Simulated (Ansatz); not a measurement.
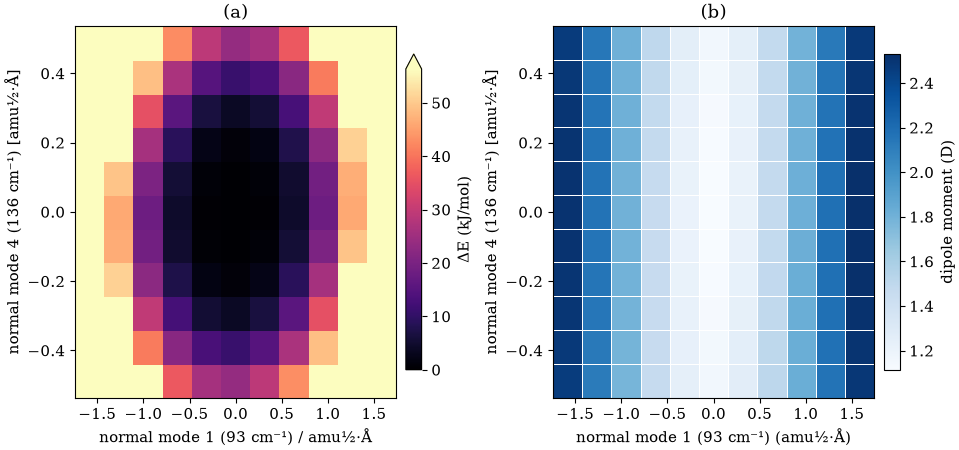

GeH4MgO, SMILES [OH][Mg][GeH3]. First axis: normal mode 1 (93 cm⁻¹). Second axis: normal mode 4 (136 cm⁻¹). Nothing is relaxed (straight displacements along the two mass-weighted modes). The grid has 11 × 11 points. Points are written as (first, second). All energies are given in kJ/mol relative to the lowest grid point. Method: RKS PBE0-D4/def2-TZVP in Ansatz.

Panel (a) is the energy; panel (b) is the computed dipole moment, in D.

In the figure: one coloured cell a grid point, one colour for all values above the top of the scale.

Q: How does the dipole moment vary over the map, and what is it at the lowest grid point?

A: Leaving out the highest fifth of the energies, it runs from 1.11 D at (0.000 amu½·Å, 0.000 amu½·Å) to 2.18 D at (1.266 amu½·Å, −0.098 amu½·Å). At the lowest grid point, (0.000 amu½·Å, 0.000 amu½·Å), it is 1.11 D.

```tsv
normal mode 4 (136 cm⁻¹) ↓, normal mode 1 (93 cm⁻¹) →	−1.582	−1.266	−0.949	−0.633	−0.316	0.000	0.316	0.633	0.949	1.266	1.582
0.488	2.47	2.14	1.81	1.50	1.26	1.16	1.25	1.48	1.79	2.14	2.48
0.390	2.49	2.15	1.81	1.49	1.25	1.15	1.24	1.48	1.80	2.15	2.49
0.292	2.50	2.16	1.81	1.48	1.23	1.14	1.23	1.48	1.81	2.16	2.51
0.195	2.51	2.16	1.81	1.48	1.22	1.12	1.22	1.48	1.81	2.17	2.52
0.098	2.51	2.16	1.80	1.47	1.21	1.12	1.22	1.48	1.81	2.17	2.53
0.000	2.51	2.16	1.80	1.47	1.21	1.11	1.22	1.48	1.82	2.18	2.53
−0.098	2.51	2.16	1.80	1.46	1.21	1.12	1.22	1.48	1.82	2.18	2.53
−0.195	2.50	2.15	1.79	1.46	1.21	1.12	1.23	1.49	1.82	2.18	2.53
−0.292	2.49	2.15	1.79	1.47	1.22	1.13	1.24	1.50	1.82	2.18	2.52
−0.390	2.48	2.14	1.79	1.47	1.23	1.15	1.25	1.50	1.83	2.17	2.51
−0.488	2.46	2.12	1.78	1.47	1.24	1.16	1.27	1.51	1.82	2.16	2.49
```
